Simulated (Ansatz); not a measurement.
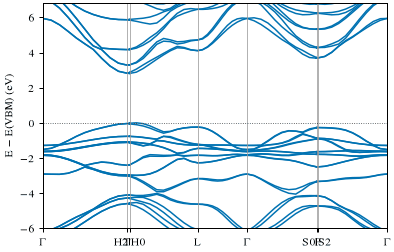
Figure: Band structure from the program Ansatz at the r²SCAN+D4 with spin–orbit coupling level (PAW)

The gap is 2.81 eV; an edge lies off the plotted path or next to a special point (maximum off the standard path, minimum at H0).

The material is TlIO3 in space group R3m (No. 160; Tl on 3a, I on 3a, O on 9b).

The workflow started from a Materials Project entry (that database holds measured and hypothetical structures alike); the Crystallography Open Database copy checked does not list it. Whether it is the stable phase at ambient conditions was not checked. The r²SCAN+D4 relaxation kept the symmetry of its start; its stability against distortions is not shown here.

Potentials: the later of the program's two PAW sets.
